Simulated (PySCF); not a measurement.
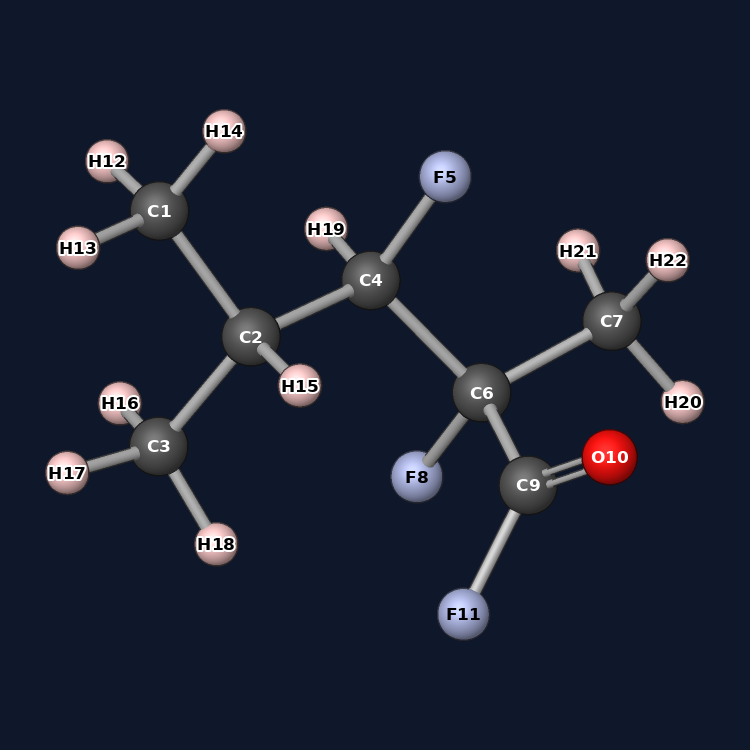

The questions are on isotropic NMR shieldings of the F atoms. Computed geometry: GFN2-xTB optimisation. No frequency run is at hand to confirm it as a minimum. Properties computed with GIAO PBE0/pcSseg-1 NMR shielding, non-relativistic, gas phase (PySCF 2.14.0).

Give the isotropic NMR shieldings of the F atoms atom by atom.

| atom | σ (ppm) |
| --- | --- |
| F5 | 384.4 |
| F8 | 357.7 |
| F11 | 123.0 |
